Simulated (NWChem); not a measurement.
**SiNH4 (SMILES N[SiH2]) at ROMPW1B95-D3(BJ)/IGLO-II (esp esp)**

Aim: the solvation energy at fixed shape (SMD, diethyl ether) of SiNH4 at ROMPW1B95-D3(BJ)/IGLO-II (esp esp), from 2 runs. 

Program for the calculation: NWChem 7.3.0.

## (1) The molecule

SiNH4: 6 atoms, total charge 0, spin state doublet. SMILES: `N[SiH2]`. The shape is that of a PBE0-D4/def2-TZVP optimisation. This is one conformer, not always the lowest.

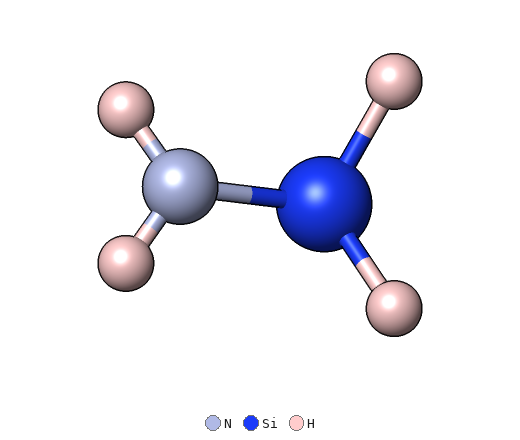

Viewed from a chosen angle; nitrogen light blue, silicon blue, hydrogen pink.

## (2) A single-point energy at ROMPW1B95-D3(BJ)/IGLO-II (esp esp)

mymol.nw reads:

```
START mymol
TITLE "H4NSi energy"
memory total 2200 mb

GEOMETRY noautosym nocenter
 zmatrix
   N
   Si 1 r2
   H 1 r3 2 a3
   H 1 r4 3 a4 2 d4
   H 2 r5 1 a5 3 d5
   H 2 r6 5 a6 1 d6
 variables
   r2 1.724774
   r3 1.007892
   a3 119.88443
   r4 1.007901
   a4 110.89542
   d4 -146.56269
   r5 1.493383
   a5 107.25545
   d5 48.88236
   r6 1.493472
   a6 110.47088
   d6 -116.58085
 end
END

BASIS spherical
 * library iglo-ii
END

DFT
 xc mpw1b95
 mult 2
 rodft
 cgmin
 disp vdw 4
 grid coarse
 direct
 maxiter 100
 mulliken
 print low
END

ESP
 recalculate
END

TASK dft energy
TASK esp
```

Command:

```bash
$ nwchem mymol.nw > mymol.out
```

What it wrote, cut to the lines that bear on the results:

```text
[...]
         Total DFT energy =     -346.616902499469
      One electron energy =     -592.528172937449
           Coulomb energy =      208.851471833628
    Exchange-Corr. energy =      -20.531264936713
 Nuclear repulsion energy =       57.591063541066
    Dispersion correction =       -0.001734530535
[...]
 Dipole moment                                  0.602964
 Quadrupole moment Qxx                          1.553364
                   Qyy                         -1.567070
                   Qzz                          0.013706
[...]
```

Run time: 7.2 s. Hardware: 1 thread of AMD EPYC 7B13 (Zen 3), shared host; peak memory 0.12 GiB.

## (3) The energy at ROMPW1B95-D3(BJ)/IGLO-II (SMD diethyl ether, esp esp)

h4nsi.nw reads:

```
start h4nsi
title "H4NSi energy"
memory total 2200 mb

geometry units au noautosym nocenter noautoz
  N     -0.11772994    -1.63177851     0.03949528
  Si     0.58090181     1.54069371     0.30537974
  H      1.06769526    -2.78904679    -0.90026553
  H     -0.95166608    -2.54451623     1.48834830
  H      1.24230595     2.47138383    -2.27541923
  H     -1.74157160     2.83251049     1.25534506
end

basis "ao basis" spherical
  * library iglo-ii
end

cosmo
  do_cosmo_smd true
  solvent ether
end

dft
  xc mpw1b95
  mult 2
  rodft
  cgmin
  disp vdw 4
  grid coarse
  direct
  maxiter 100
  mulliken
end

esp
  recalculate
end

task dft energy
task esp
```

Command:

```bash
$ nwchem h4nsi.nw > h4nsi.out
```

What it wrote, cut to the lines that bear on the results:

```text
[...]
          Wavefunction type:  restricted open shell.
          No. of atoms     :     6
          No. of electrons :    25
[...]
          Charge           :     0
          Spin multiplicity:     2
[...]
          AO basis - number of functions:    81
[...]
              XC Information
              --------------
                      MPW1B95 Method XC Functional
                     Hartree-Fock (Exact) Exchange  0.310
                        mPW91  Exchange Functional  0.690
                         B95 Correlation Potential  1.000
[...]
         Total DFT energy =     -346.621630183835
      One electron energy =     -592.561599669511
           Coulomb energy =      208.867381083359
    Exchange-Corr. energy =      -20.529923764631
 Nuclear repulsion energy =       57.591071191724
    Dispersion correction =       -0.001734530561
[...]
 Dipole moment                                  0.724239
 Quadrupole moment Qxx                          0.008312
                   Qyy                         -0.592873
                   Qzz                          0.584560
[...]
```

Run time: 15 s. Hardware: 1 thread of AMD EPYC 7B13 (Zen 3), shared host; peak memory 0.12 GiB.

## (4) Results

Level: ROMPW1B95-D3(BJ)/IGLO-II (esp esp).

```
                                        quantity          value
                         gas phase: total energy  -346.61690 Eh
                    gas phase: dispersion energy   -4.55 kJ/mol
                SMD, diethyl ether: total energy  -346.62163 Eh
           SMD, diethyl ether: dispersion energy   -4.55 kJ/mol
  SMD, diethyl ether: solvent term in the energy   -12.4 kJ/mol
energy change from gas to solvent at fixed shape      -0.129 eV
```

**Reading.** The solvent model (SMD, diethyl ether) lowers the energy by 0.13 eV (−12.4 kJ/mol) at the same shape.
